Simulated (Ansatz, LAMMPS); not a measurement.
# Squeezing and shearing a frame of amorphous polycarbonate of ethylene (as short chains C11O9H18) from 300 K (152 atoms): runs compared

How stiff is a frame of amorphous polycarbonate of ethylene (as short chains C11O9H18) from 300 K (152 atoms), and how do its levels respond to strain?

Computed with Ansatz 0.2.0: Kohn-Sham DFT, LDA, PAW (set soft_2), plane waves.

**1. The cell as built**

The cell holds 152 atoms: 44 C, 36 O and 72 H. Cell: a = 11.509 Å, b = 11.509 Å, c = 11.509 Å, α = 90.0°, β = 90.0°, γ = 90.0°. 4 polycarbonate of ethylene chains of 3 units with methyl end groups placed at random, at 1.28 g/cm³; overlaps pushed apart, then 20 ps at 800 K with MMFF94 bonds, angles, torsions, charges and radii (Halgren, J. Comput. Chem. 17, 490 (1996)) in harmonic and 12-6 forms. Snapshot after 30 ps at 300 K and fixed volume.

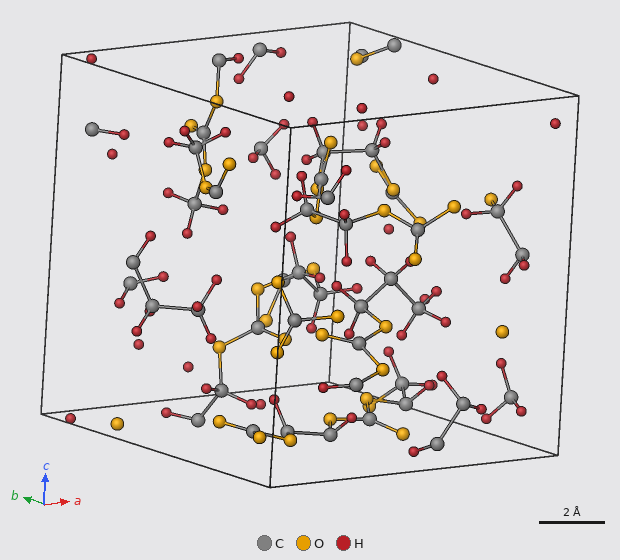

The cell as built. Bonds to atoms that aren't drawn are left out. Some periodic images of atoms are drawn too.

What the set-up can't give: The network of contacts between molecules at the start is that of the classical potential that made the cell, and needn't be the one that DFT or experiment would give. Only the Γ point is sampled.

**2. The reference run**

The reference is a single point at the end of the relaxation.

Every strained cell starts from the geometry of this run, and its atoms are relaxed with the cell held.

Its input, with most atom lines left out:

```yaml
crystal:
  lattice:
    - [10.95549, 0.11015, -0.17602]
    - [0.11015, 10.75169, 0.11979]
    - [-0.17602, 0.11979, 11.28177]
  atoms:
    - { symbol: C, position: [0.08624, 0.53586, 0.86845] }
    - { symbol: O, position: [0.09077, 0.46303, 0.76487] }
    - { symbol: C, position: [0.01524, 0.36864, 0.76096] }
    - { symbol: O, position: [0.94679, 0.33693, 0.83762] }
    - { symbol: O, position: [0.02753, 0.31454, 0.65758] }
    - { symbol: C, position: [0.94003, 0.22327, 0.62848] }
    - { symbol: C, position: [0.96487, 0.18097, 0.50732] }
    [... atom lines 8 to 152 left out ...]
kpoints:
  mp_grid: { grid: [1, 1, 1] }
hamiltonian:
  xc: lda
scf:
  occupations: { method: fixed }
output:
  forces: true
  stress: true
  populations: intrinsic
  dos:
    method: { smearing: { sigma: 0.15 } }
    de: 0.1
    projected: { site_lists: { C: [C], H: [H], O: [O] } }
  eigenvalues: true
  write_density: true
  write_potential: true
  volumetric_format: npy
  elf: true
```

```
free energy per atom   : -209.1438 eV/atom
r.m.s. force component : 0.00549 eV/Å
pressure               : -0.01751 GPa
```

Filled and empty levels are parted by 5.76 eV (at Γ alone); a local or semilocal functional tends to put such gaps too low. In a disordered cell it changes from sample to sample, and tail or defect levels can set it.

**3. The runs**

Each row is one run, on 4 threads of Intel Xeon Platinum 8375C at 2.90GHz (Ice Lake), shared host. The free energy is the program's total, comparable only between runs with the same functional, potentials and atoms.

```csv
run,atoms,outcome,"ionic steps, all passes",free energy (eV),time,host memory (GiB)
Single point at the start,152,converged,-,-31781.275,8.8 s,1.7
Cell and atoms relaxed,152,converged,59,-31789.859,6.5 min,1.7
Single point at the relaxed geometry,152,converged,-,-31789.859,14 s,1.7
Volume -3 %,152,converged,6,-31789.834,62 s,1.6
Volume +3 %,152,converged,6,-31789.836,60 s,1.7
Volume -6 %,152,converged,6,-31789.706,58 s,1.6
Volume +6 %,152,converged,6,-31789.762,64 s,1.7
Volume -10 %,152,converged,15,-31789.356,2 min,1.6
Stretched by 1 % along x,152,converged,5,-31789.855,47 s,1.7
Compressed by 1 % along x,152,converged,6,-31789.850,55 s,1.7
Sheared by 2 % in xy,152,converged,5,-31789.849,44 s,1.7
```

In some runs the program notes that the SCF threshold is loose for the stress.

**4. Pressure against volume**

Atoms are relaxed at each volume, in the scaled cell.

```csv
volume change (%),volume (Å³/atom),energy change (meV/atom),pressure (GPa),largest move on relaxing (Å),bonds,gap (eV)
-10,7.865,3.31,1.57,0.69,148,5.69
-6,8.214,1.00,0.76,0.22,148,5.69
-3,8.476,0.16,0.29,0.11,148,5.73
+0,8.738,0.00,-0.02,-,148,5.76
+3,9.001,0.15,-0.25,0.12,148,5.76
+6,9.263,0.64,-0.44,0.23,148,5.74
```

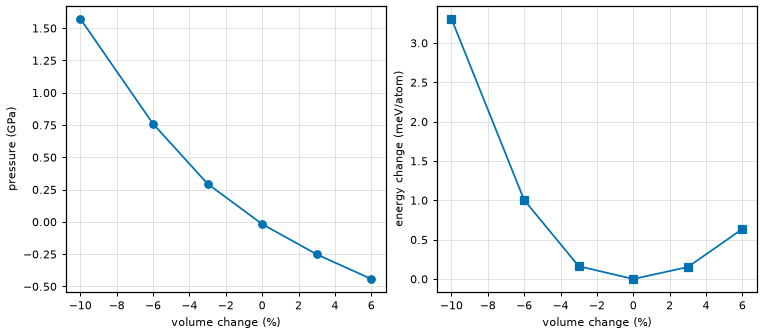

Pressure and energy against volume.

**5. Uniaxial strain and shear**

Stress (GPa, compression positive) less that of the relaxed cell, atoms relaxed:

```csv
strain,xx,yy,zz,xy,energy change (meV/atom)
stretched by 1 % along x,-0.133,-0.052,-0.047,0.000,0.03
compressed by 1 % along x,0.234,0.087,0.069,-0.003,0.06
sheared by 2 % in xy,0.021,0.040,0.014,-0.082,0.06
```

**6. What came out**

The bulk modulus, from the slope of pressure against ln V over the three points nearest the relaxed volume, is 9.11 GPa; a quadratic over all points gives a pressure derivative of about 10. At -10 % some atom moved by over 0.5 Å on relaxing, so that point may sit in another local minimum. The curvature of the energy over the same three points gives 6.40 GPa instead, so stress and energy disagree and the modulus is uncertain by that much. The gap goes from 5.69 eV at the smallest volume to 5.74 eV at the largest, not monotonically (lowest 5.69, highest 5.76 eV), on the run's k-points. Stretch and compression disagree (xx stress changes of -0.13 and 0.23 GPa), so C11 is only a mean of unlike responses. In the Cartesian axes of the cell, finite differences give C11 = 18.3, C12 = 6.94, C13 = 5.81 and C66 = 4.10 GPa (the shear of 2 % is the engineering strain, εxy = 0.01).

**Limits.** Strains are finite and relaxations stop at the force tolerance of the input, which can leave moduli too stiff; they are those of a static cell at zero temperature. Volumes are changed with the cell's shape held, so in an anisotropic solid the modulus lies over the one under free hydrostatic load. The program notes that the SCF threshold of the relaxations is loose for the stress. The reference functional has no dispersion term, which matters for the binding between molecules or layers, where LDA binds through overlap of densities alone.

The DFT runs together took 15 min of wall time.

[Logs are printed without paths, hosts, clocks, repeated set-up lines and the standing remarks that a program may print on its own settings, such as how far it seeks lower states.]

[Hosts, paths, dates, database ids (printed as entryN), source tags and the programs' standing remarks are cut or masked in the printed files.]

[The MMFF94 radii named for the starting cell were scaled by 0.96; in molecules described by MMFF94, hydrogen bound to N, O or S took a small fixed 12-6 site in their place.]
